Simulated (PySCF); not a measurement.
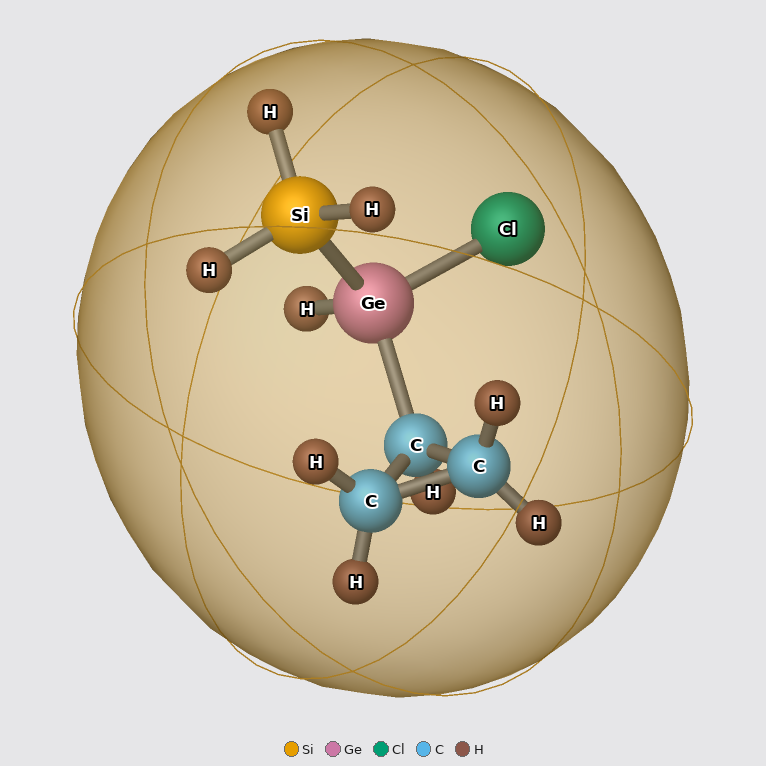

The ellipsoid shows the static dipole polarisability: its half-axes are proportional to the principal values. The geometry was computed by an optimisation with GFN2-xTB. No frequency run is at hand to confirm it as a minimum. Computed with CAM-B3LYP/def2-SVPD (PySCF 2.14.0).

Question: How large and how anisotropic is the polarisability?

Answer: Principal values 93.1, 112.0, 112.5 bohr³; mean 105.9 bohr³ (15.69 Å³); anisotropy 19.1 bohr³, so the longest axis is 1.21 times the shortest.

The geometry is semi-empirical. Around Ge, Si such bond lengths and angles can be off by a tenth of an ångström or more and by several degrees, and values that hang on the shape move with them.
